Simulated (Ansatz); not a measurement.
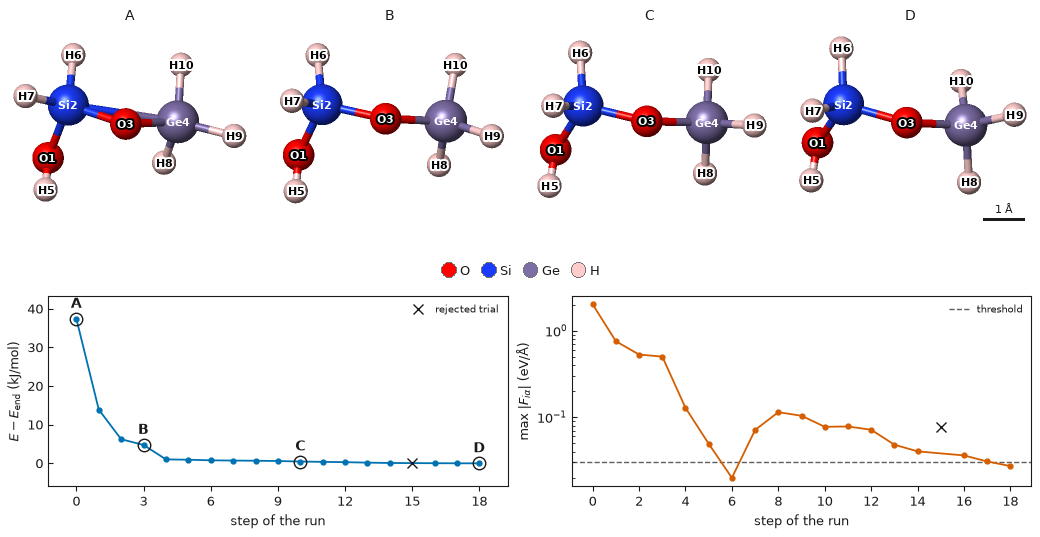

Frames of a relaxation of GeSiH6O2 (coarse preliminary run), marked on the history of the run. The picture is a ball-and-stick view, seen at a tilt.

The start comes from a force field.

Method: RKS PBE-D4/def2-SVP in Ansatz 0.2.0.

Input file:
```yaml
crystal:
  periodic: [false, false, false]
  atoms:
    - {symbol: O, position_ang: [-1.448200, 0.921800, -1.034600]}
    - {symbol: Si, position_ang: [-0.091600, 1.265200, -0.002000]}
    - {symbol: O, position_ang: [-0.019600, 0.052400, 1.158900]}
    - {symbol: Ge, position_ang: [0.569100, -1.422400, 0.319400]}
    - {symbol: H, position_ang: [-2.221300, 0.850900, -0.446600]}
    - {symbol: H, position_ang: [1.132900, 1.396800, -0.791400]}
    - {symbol: H, position_ang: [-0.328100, 2.574800, 0.649600]}
    - {symbol: H, position_ang: [-0.446800, -1.823400, -0.768000]}
    - {symbol: H, position_ang: [0.746500, -2.611700, 1.317700]}
    - {symbol: H, position_ang: [1.932200, -1.143700, -0.339700]}
basis:
  gaussian: {orbitals: def2-SVP}
hamiltonian: {xc: pbe, dispersion: d4}
relax: {f_tol: 0.03, max_steps: 200}
```

Command:
```bash
ansatz run in.yaml --threads 4 --pin off --events-out ev --progress --plain --max-ram 10444MiB
```

Q: Describe the path.

A: Over 17 accepted moves (18 points after the start) the energy falls by 37.4 kJ/mol. The largest force component goes from 2 to 0.027 eV/Å. The line search rejected the trial step at point 15 of the run. The forces were under the threshold at step 6, but the run went on from there. H8 moves most after the best rigid fit: 0.88 Å. Largest moves by element: H 0.88 Å, O 0.47 Å, Ge 0.23 Å, Si 0.16 Å. Among the contacts that change: Si2–Ge4 2.786 → 3.144 Å, O1–Si2 1.739 → 1.680 Å, Si2–H6 1.463 → 1.500 Å, Si2–H7 1.482 → 1.503 Å. Bond angles that change, for instance: Si2–O3–Ge4 106.5° → 129.4°, Si2–O1–H5 106.0° → 114.9°, O1–Si2–H6 110.5° → 103.8°. Groups turn about O3–Ge4 by about 25°. From step 0 to 3: H6 moves most (0.39 Å), energy −32.6 kJ/mol. From step 3 to 10: H8 moves most (0.31 Å), energy −4.29 kJ/mol. From step 10 to 18: H10 moves most (0.39 Å), energy −0.47 kJ/mol.

```tsv
step	E − E(0), kJ/mol	largest force component, eV/Å	note
0	0.00	2.0136	
1	-23.47	0.7547	
2	-31.15	0.5299	
3	-32.63	0.5016	
4	-36.36	0.1281	
5	-36.45	0.0492	
6	-36.61	0.0199	
7	-36.67	0.0711	
8	-36.71	0.1142	
9	-36.78	0.1038	
10	-36.92	0.0774	
11	-37.01	0.0780	
12	-37.09	0.0715	
13	-37.20	0.0480	
14	-37.30	0.0402	
15	-37.29	0.0778	rejected
16	-37.35	0.0361	
17	-37.38	0.0307	
18	-37.39	0.0272
```
